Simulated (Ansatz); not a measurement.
# Run report: AlH$_{2}$F$_{3}$, geometry relaxation

- system: AlH$_{2}$F$_{3}$
- method: RKS B3LYP/def2-SVP (Ansatz 0.2.0)

The input holds or restrains some coordinates. It belongs to a series of runs on one base structure; here: pulled along the bonds that form and break, towards end B. Figures and captions count atoms from 1; the log counts them from 0 in places.

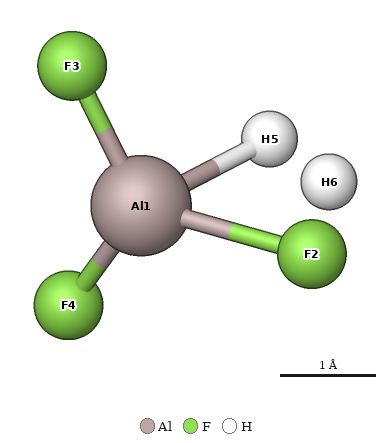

Fig. 1: The starting structure (ball-and-stick view, seen at a tilt; atoms are numbered from 1 in the order of the input). Sticks mark near contacts. Bond lengths as drawn: Al–F 1.69 to 2.04 Å and Al–H 1.86 Å.

The input
```yaml
crystal:
  periodic: [false, false, false]
  atoms:
    - { symbol: Al, position_ang: [0.0, 0.0, 0.0] }
    - { symbol: F, position_ang: [0.0, 0.0, 2.04] }
    - { symbol: F, position_ang: [1.4635, 0.0, -0.845] }
    - { symbol: F, position_ang: [-1.4635, 0.0, -0.845] }
    - { symbol: H, position_ang: [0.0777, -1.7634, 0.5865] }
    - { symbol: H, position_ang: [0.0582, -1.3201, 1.5347] }
basis:
  gaussian: { orbitals: def2-SVP }
hamiltonian:
  xc: b3lyp
relax:
  f_tol: 0.15
  max_steps: 25
  restrain:
    - { distance: [0, 4], at: 1.56, k: 30.0 }
    - { distance: [5, 1], at: 0.92, k: 30.0 }
    - { distance: [0, 1], at: 2.89, k: 30.0 }
    - { distance: [5, 4], at: 1.86, k: 30.0 }
output:
  orbitals: {}
```

Run on 2 threads of Intel Xeon (Granite Rapids), 64 GiB of memory available, shared host.

Command:
```bash
ansatz run input.yaml --threads 2 --pin off --max-ram 3072MiB --backend cpu --events-out ev --progress --plain --runs-dir out
```

Output
```
The last accepted step is kept in [file] (removed where the run ends without a failure and the disk answers)
Engine: ansatz 0.2.0, x86_64-unknown-linux-gnu
Functional definition: B3LYP
  parameter a0 = 0.2
  parameter ax = 0.72
  parameter ac = 0.81
  exchange = (1 - a0 - ax)*slater_x + ax*b88_x + a0*exact_x
  correlation = (1 - ac)*vwn_rpa_c + ac*lyp_c
690 factors; integrals over basis functions are off by at most 3.9e-4 eV
mean field evaluation 1: about -14770.0866 eV, gradient 5.8e1 eV
mean field evaluation 2: about -14755.7638 eV, gradient 1.1e2 eV
mean field evaluation 4: about -14775.4274 eV, gradient 5.2e0 eV
mean field evaluation 8: about -14775.4799 eV, gradient 4.1e-2 eV
mean field -14775.47994660 eV, -542.9888728576 hartree, gradient 1.4e-5 eV, S^2 0.000000; 0 other end points of the search recorded, 0 dependent functions left out
the calculation of the forces begins
reference -14775.48017052 eV, -542.9888810864 hartree; 21, 21 occupied and 49, 49 virtual orbitals, 690 factors
relax step   1: F+E_penalty+E_count = -14775.47994660 eV  Δ(F+E_penalty+E_count) = +0.000e0 eV  max|allowed force component| = 2.853e0 eV/Å  E_restraint = 25.77565770 eV  max|allowed force component, restraints' pulls added| = 2.510e1 eV/Å  Δτ_max = 0.0000 Å  (24 SCF iters, accepted)
  distance Al 0 - H 4 = 1.8600 Å
  distance H 5 - F 1 = 1.4147 Å
  distance Al 0 - F 1 = 2.0400 Å
  distance H 5 - H 4 = 1.0469 Å
these checks for a lower state are left out or cut short: starts, cluster_reference, orbital_swaps, neighbouring_geometries, increment
690 factors; integrals over basis functions are off by at most 4.8e-4 eV
mean field evaluation 16: about -14774.1288 eV, gradient 1.3e1 eV
mean field -14774.95089368 eV, -542.9694305215 hartree, gradient 8.1e-6 eV, S^2 0.000000; 0 other end points of the search recorded, 0 dependent functions left out
the calculation of the forces begins
reference -14774.95111933 eV, -542.9694388137 hartree; 21, 21 occupied and 49, 49 virtual orbitals, 690 factors
relax step   2: F+E_penalty+E_count = -14774.95089368 eV  Δ(F+E_penalty+E_count) = +5.291e-1 eV  max|allowed force component| = 2.705e0 eV/Å  E_restraint = 11.74218985 eV  max|allowed force component, restraints' pulls added| = 1.700e1 eV/Å  Δτ_max = 0.1950 Å  (31 SCF iters, accepted)
  distance Al 0 - H 4 = 1.7634 Å
  distance H 5 - F 1 = 1.2221 Å
  distance Al 0 - F 1 = 2.2574 Å
  distance H 5 - H 4 = 1.3600 Å
these checks for a lower state are left out or cut short: starts, cluster_reference, orbital_swaps, neighbouring_geometries, increment
690 factors; integrals over basis functions are off by at most 9.4e-4 eV
mean field -14775.37143549 eV, -542.9848851477 hartree, gradient 5.9e-6 eV, S^2 0.000000; 0 other end points of the search recorded, 0 dependent functions left out
the calculation of the forces begins
reference -14775.37165862 eV, -542.9848933478 hartree; 21, 21 occupied and 49, 49 virtual orbitals, 690 factors
relax step   3: F+E_penalty+E_count = -14775.37143549 eV  Δ(F+E_penalty+E_count) = -4.205e-1 eV  max|allowed force component| = 2.812e0 eV/Å  E_restraint = 3.25979114 eV  max|allowed force component, restraints' pulls added| = 9.330e0 eV/Å  Δτ_max = 0.1949 Å  (31 SCF iters, accepted)
  distance Al 0 - H 4 = 1.6660 Å
  distance H 5 - F 1 = 1.0145 Å
  distance Al 0 - F 1 = 2.5065 Å
  distance H 5 - H 4 = 1.6362 Å
these checks for a lower state are left out or cut short: starts, cluster_reference, orbital_swaps, neighbouring_geometries, increment
690 factors; integrals over basis functions are off by at most 1.1e-3 eV
mean field evaluation 32: about -14775.1490 eV, gradient 1.4e1 eV
mean field -14775.64686817 eV, -542.9950071122 hartree, gradient 6.3e-6 eV, S^2 0.000000; 0 other end points of the search recorded, 0 dependent functions left out
the calculation of the forces begins
reference -14775.64708669 eV, -542.9950151424 hartree; 21, 21 occupied and 49, 49 virtual orbitals, 690 factors
relax step   4: F+E_penalty+E_count = -14775.64686817 eV  Δ(F+E_penalty+E_count) = -2.754e-1 eV  max|allowed force component| = 1.861e0 eV/Å  E_restraint = 0.24683880 eV  max|allowed force component, restraints' pulls added| = 4.215e0 eV/Å  Δτ_max = 0.1945 Å  (31 SCF iters, accepted)
  distance Al 0 - H 4 = 1.5716 Å
  distance H 5 - F 1 = 0.9060 Å
  distance Al 0 - F 1 = 2.7668 Å
  distance H 5 - H 4 = 1.8292 Å
these checks for a lower state are left out or cut short: starts, cluster_reference, orbital_swaps, neighbouring_geometries, increment
690 factors; integrals over basis functions are off by at most 1.1e-3 eV
mean field -14775.81824821 eV, -543.0013052124 hartree, gradient 6.3e-6 eV, S^2 0.000000; 0 other end points of the search recorded, 0 dependent functions left out
the calculation of the forces begins
reference -14775.81846899 eV, -543.0013133261 hartree; 21, 21 occupied and 49, 49 virtual orbitals, 690 factors
relax step   5: F+E_penalty+E_count = -14775.81824821 eV  Δ(F+E_penalty+E_count) = -1.714e-1 eV  max|allowed force component| = 1.167e0 eV/Å  E_restraint = 0.00523878 eV  max|allowed force component, restraints' pulls added| = 1.229e0 eV/Å  Δτ_max = 0.1944 Å  (31 SCF iters, accepted)
  distance Al 0 - H 4 = 1.5739 Å
  distance H 5 - F 1 = 0.9312 Å
  distance Al 0 - F 1 = 2.8846 Å
  distance H 5 - H 4 = 1.8613 Å
these checks for a lower state are left out or cut short: starts, cluster_reference, orbital_swaps, neighbouring_geometries, increment
690 factors; integrals over basis functions are off by at most 1.1e-3 eV
mean field -14775.88402575 eV, -543.0037224926 hartree, gradient 1.9e-5 eV, S^2 0.000000; 0 other end points of the search recorded, 0 dependent functions left out
the calculation of the forces begins
reference -14775.88424712 eV, -543.0037306275 hartree; 21, 21 occupied and 49, 49 virtual orbitals, 690 factors
relax step   6: F+E_penalty+E_count = -14775.88402575 eV  Δ(F+E_penalty+E_count) = -6.578e-2 eV  max|allowed force component| = 5.254e-1 eV/Å  E_restraint = 0.00457036 eV  max|allowed force component, restraints' pulls added| = 3.640e-1 eV/Å  Δτ_max = 0.2000 Å  (27 SCF iters, accepted)
  distance Al 0 - H 4 = 1.5666 Å
  distance H 5 - F 1 = 0.9320 Å
  distance Al 0 - F 1 = 2.8810 Å
  distance H 5 - H 4 = 1.8661 Å
these checks for a lower state are left out or cut short: starts, cluster_reference, orbital_swaps, neighbouring_geometries, increment
690 factors; integrals over basis functions are off by at most 1.1e-3 eV
mean field -14775.88774039 eV, -543.0038590027 hartree, gradient 1.0e-5 eV, S^2 0.000000; 0 other end points of the search recorded, 0 dependent functions left out
the calculation of the forces begins
reference -14775.88796224 eV, -543.0038671557 hartree; 21, 21 occupied and 49, 49 virtual orbitals, 690 factors
relax step   7: F+E_penalty+E_count = -14775.88774039 eV  Δ(F+E_penalty+E_count) = -3.715e-3 eV  max|allowed force component| = 5.738e-1 eV/Å  E_restraint = 0.01471440 eV  max|allowed force component, restraints' pulls added| = 1.222e0 eV/Å  Δτ_max = 0.1023 Å  (29 SCF iters, rejected (line search))
  distance Al 0 - H 4 = 1.5626 Å
  distance H 5 - F 1 = 0.9448 Å
  distance Al 0 - F 1 = 2.8742 Å
  distance H 5 - H 4 = 1.8703 Å
these checks for a lower state are left out or cut short: starts, cluster_reference, orbital_swaps, neighbouring_geometries, increment
690 factors; integrals over basis functions are off by at most 1.1e-3 eV
mean field evaluation 64: about -14775.8913 eV, gradient 7.5e-2 eV
mean field -14775.89130335 eV, -543.0039899393 hartree, gradient 6.8e-6 eV, S^2 0.000000; 0 other end points of the search recorded, 0 dependent functions left out
the calculation of the forces begins
reference -14775.89152521 eV, -543.0039980925 hartree; 21, 21 occupied and 49, 49 virtual orbitals, 690 factors
relax step   8: F+E_penalty+E_count = -14775.89130335 eV  Δ(F+E_penalty+E_count) = -7.278e-3 eV  max|allowed force component| = 4.071e-1 eV/Å  E_restraint = 0.00460243 eV  max|allowed force component, restraints' pulls added| = 1.108e-1 eV/Å  Δτ_max = 0.0511 Å  (27 SCF iters, accepted)
```

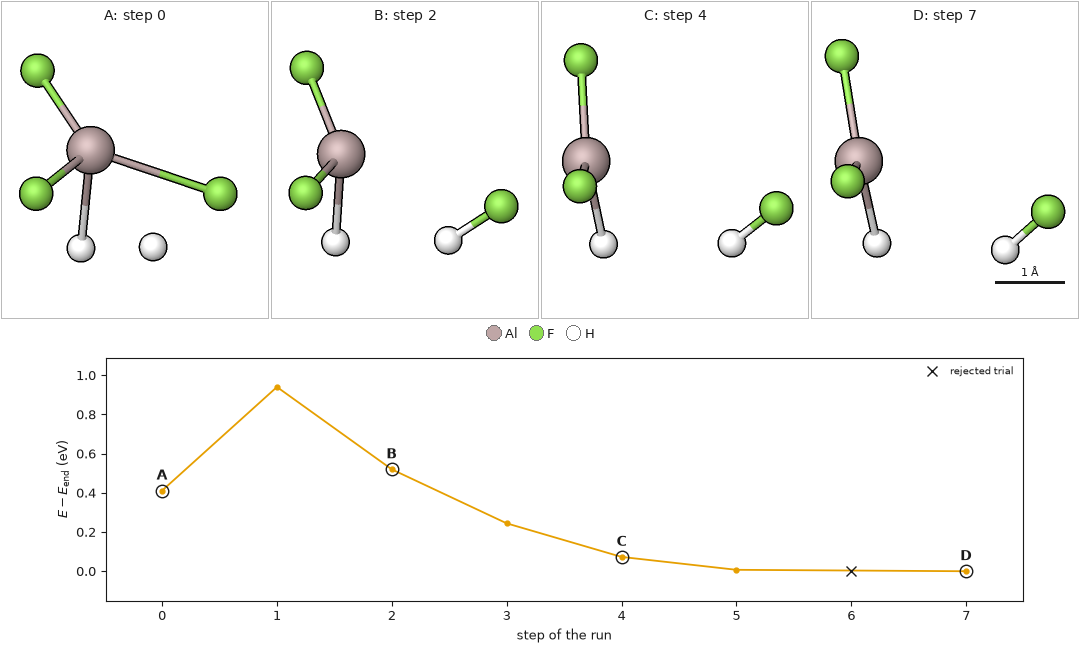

Fig. 2: Frames of the restrained relaxation (ball-and-stick view, seen at a tilt) above the curves, on which the letters mark them (the first geometry is step 0 here and step 1 in the log).

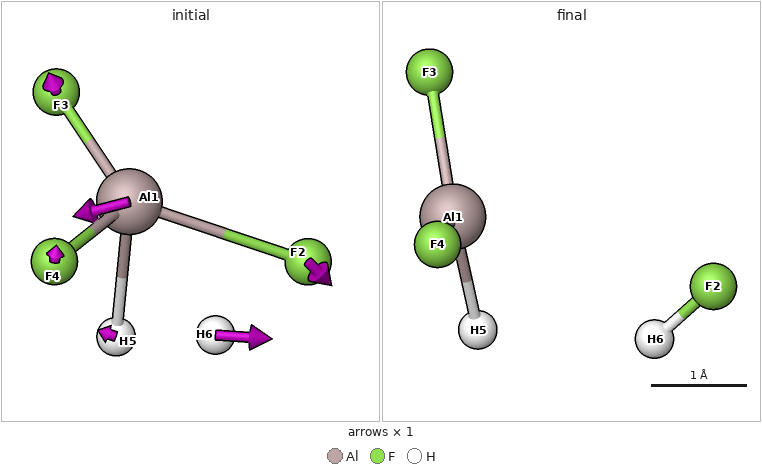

Fig. 3: Before (left) and after (right) the restrained relaxation, at one scale (ball-and-stick view, seen at a tilt). The pink arrows give the displacements, at true length. After 7 geometry steps the energy has fallen by 0.411 eV. Largest force component: 2.9 eV/Å at the start, 0.41 eV/Å at the end. The line search rejected the trial step at point 6 (counted from 0) and went back. Al1 moves most after the best rigid fit: 0.65 Å. By element the largest moves are Al 0.65 Å, H 0.62 Å, F 0.41 Å. Among the contacts that change: Al1–F2 2.040 → 2.878 Å, F2–H6 1.415 → 0.930 Å, Al1–H5 1.860 → 1.565 Å, Al1–F3 1.690 → 1.654 Å. New bonds form: F2–H6 (1.41 → 0.93 Å). Bonds break: Al1–F2 (2.04 → 2.88 Å). Among the angles that change: F3–Al1–H5 97.0° → 120.0°, F4–Al1–H5 101.2° → 119.8°. (Atoms are counted from 1 in the order of the input.)

```
  distance Al 0 - H 4 = 1.5646 Å
  distance H 5 - F 1 = 0.9302 Å
  distance Al 0 - F 1 = 2.8776 Å
  distance H 5 - H 4 = 1.8653 Å
690 factors; integrals over basis functions are off by at most 1.1e-3 eV
mean field -14775.89130335 eV, -543.0039899393 hartree, gradient 6.8e-6 eV, S^2 0.000000; 1 other end points of the search recorded, 0 dependent functions left out
the calculation of the forces begins
reference -14775.89152521 eV, -543.0039980925 hartree; 21, 21 occupied and 49, 49 virtual orbitals, 690 factors
Total energy: -14775.89152521 eV, -543.0039980925 hartree
Atom 0 at     0.042810    -0.457966    -0.466927 Å, force     0.036015     0.047892     0.407122 eV/Å
Atom 1 at    -0.004189    -0.185788     2.397387 Å, force     0.005540     0.177852    -0.340891 eV/Å
Atom 2 at     1.444137     0.211982    -1.035552 Å, force     0.002492     0.027753    -0.015230 eV/Å
Atom 3 at    -1.416284     0.189752    -0.892912 Å, force    -0.050566     0.045984    -0.049647 eV/Å
Atom 4 at     0.092194    -1.776250     0.374274 Å, force    -0.003426    -0.123303    -0.074979 eV/Å
Atom 5 at    -0.022767    -1.065231     2.094931 Å, force     0.009945    -0.176178     0.073626 eV/Å
Dipole moment:     0.003734    -0.490424     0.076686 e Å
```

Trajectory as extended XYZ (Å, eV, eV/Å), 8 frames, from step=1 to step=8
```
6
Properties=species:S:1:pos:R:3:forces:R:3 step=1 energy=-14775.47995
Al    0.0000    0.0000    0.0000    0.0705  -1.7425   1.8311
F     0.0000    0.0000    2.0400    0.0003   0.2930  -2.8532
F     1.4635    0.0000   -0.8450   -0.9731   0.5704   0.7242
F    -1.4635    0.0000   -0.8450    0.9779   0.5046   0.7714
H     0.0777   -1.7634    0.5865   -0.0618   0.4713   1.8226
H     0.0582   -1.3201    1.5347   -0.0139  -0.0970  -2.2960
6
Properties=species:S:1:pos:R:3:forces:R:3 step=2 energy=-14774.95089
Al    0.0023   -0.0840   -0.0978    0.0542  -2.5616   1.3550
F     0.0030   -0.0649    2.1596    0.1020  -2.0974  -2.7050
F     1.4731    0.0065   -0.8561   -0.1129   0.8581   0.1650
F    -1.4716    0.0057   -0.8548    0.1815   0.7541   0.2639
H     0.0771   -1.7604    0.4438   -0.1179   0.8992   1.0979
H     0.0521   -1.1865    1.6765   -0.1068   2.1476  -0.1767
6
Properties=species:S:1:pos:R:3:forces:R:3 step=3 energy=-14775.37143
Al    0.0047   -0.1805   -0.2316   -0.0013  -2.8120   1.0880
F     0.0070   -0.1489    2.2747    0.0800  -1.6992  -1.7877
F     1.4858    0.0244   -0.8665    0.8707   1.1054  -0.4063
F    -1.4826    0.0216   -0.8631   -0.7332   0.9683  -0.2736
H     0.0746   -1.7449    0.3370   -0.1375   0.7720   0.4548
H     0.0464   -1.0552    1.8205   -0.0786   1.6654   0.9249
6
Properties=species:S:1:pos:R:3:forces:R:3 step=4 energy=-14775.64687
Al    0.0058   -0.3126   -0.3742    0.1390  -1.1073   0.0011
F     0.0097   -0.1952    2.3901   -0.0740   1.7546   0.3193
F     1.5337    0.0798   -0.8948   -0.3856   0.6322  -0.0379
F    -1.5257    0.0702   -0.8864    0.3408   0.5521   0.0014
H     0.0683   -1.7382    0.2843   -0.0988   0.0290   0.3809
H     0.0440   -0.9876    1.9522    0.0787  -1.8607  -0.6649
6
Properties=species:S:1:pos:R:3:forces:R:3 step=5 energy=-14775.81825
Al    0.0141   -0.4497   -0.5118   -0.1436  -0.6226   1.1673
F     0.0095   -0.1544    2.3577   -0.0006   0.1302  -0.3463
F     1.4838    0.1737   -0.8687    0.3740   0.4486  -0.4122
F    -1.4750    0.1524   -0.8538   -0.1852   0.3127  -0.3390
H     0.0582   -1.7825    0.3243   -0.0479  -0.0969  -0.1485
H     0.0453   -1.0229    2.0235    0.0034  -0.1720   0.0787
6
Properties=species:S:1:pos:R:3:forces:R:3 step=6 energy=-14775.88403
Al    0.0582   -0.4517   -0.4703    0.0666  -0.1296   0.5254
F    -0.0115   -0.1842    2.3975    0.0033   0.0881  -0.3704
F     1.4529    0.2022   -1.0642    0.0558   0.0957  -0.0659
F    -1.4160    0.1836   -0.8421   -0.1493   0.1399  -0.1165
H     0.1179   -1.7738    0.3681    0.0024  -0.1016  -0.0776
H    -0.0656   -1.0596    2.0823    0.0212  -0.0925   0.1050
6
Properties=species:S:1:pos:R:3:forces:R:3 step=7 energy=-14775.88774 accepted=F
Al    0.0463   -0.4532   -0.4654    0.0764   0.0780   0.3617
F    -0.0778   -0.1836    2.3934    0.1324  -0.5606  -0.5659
F     1.4486    0.1928   -1.0673   -0.0701   0.0051   0.0342
F    -1.4105    0.2093   -0.8739   -0.0604   0.0541  -0.0601
H     0.0984   -1.7702    0.3740    0.0260  -0.1505  -0.0553
H     0.0309   -1.0785    2.1104   -0.1042   0.5738   0.2854
6
Properties=species:S:1:pos:R:3:forces:R:3 step=8 energy=-14775.89130
Al    0.0428   -0.4580   -0.4669    0.0360   0.0479   0.4071
F    -0.0042   -0.1858    2.3974    0.0055   0.1779  -0.3409
F     1.4441    0.2120   -1.0356    0.0025   0.0278  -0.0152
F    -1.4163    0.1898   -0.8929   -0.0506   0.0460  -0.0496
H     0.0922   -1.7763    0.3743   -0.0034  -0.1233  -0.0750
H    -0.0228   -1.0652    2.0949    0.0099  -0.1762   0.0736
```

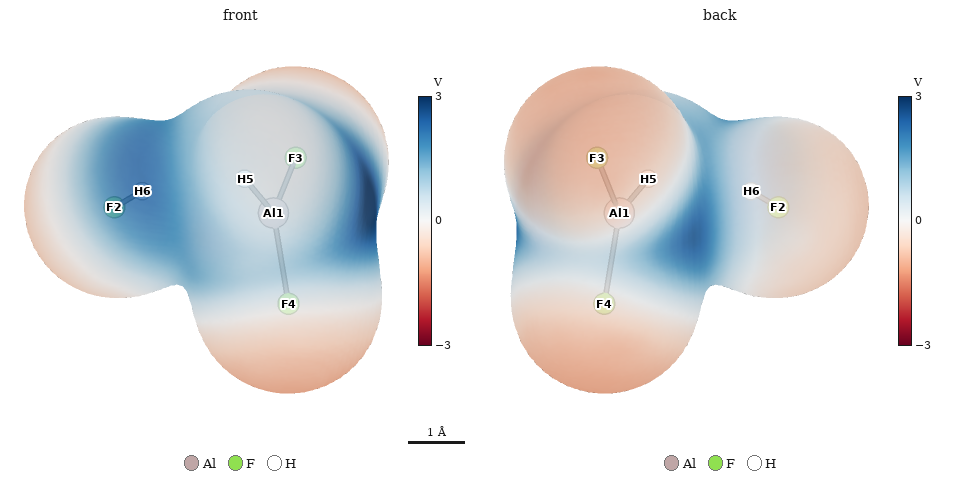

Fig. 4: The molecular electrostatic potential painted on the density surface at 0.001 e/bohr³, seen at a tilt and from behind; red is negative and blue positive.

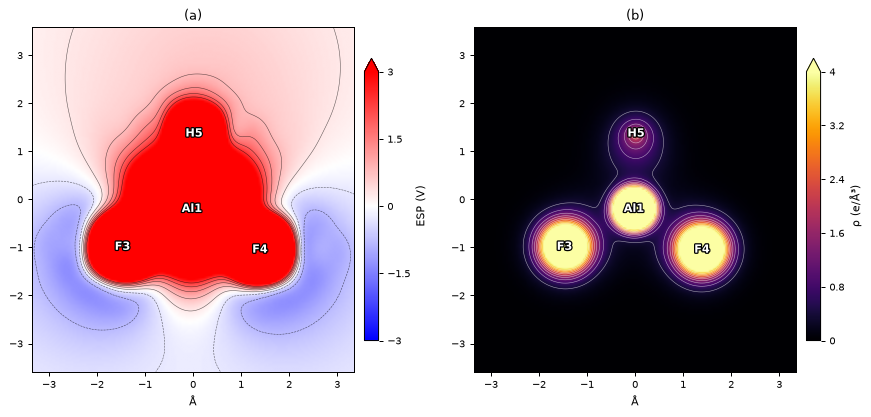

Fig. 5: (a) electrostatic potential; (b) electron density on the plane of atoms F4, Al1 and H5. The plane passes through Al, F and H nuclei. Al–H (1.56 Å): ρ at the midpoint is about 0.56 e/Å³.

Results in brief

| quantity | value |
| --- | --- |
| outcome | converged under the restraints of the input |
| total energy | −14775.8915 eV |
| mean-field energy | −14775.8915 eV |
| largest force (length of the vector) at the end, held atoms and coordinates included | 0.412 eV/Å |
| wall time | 5.3 s (CPU time 9.5 s) |
| peak memory | 0.14 GiB |
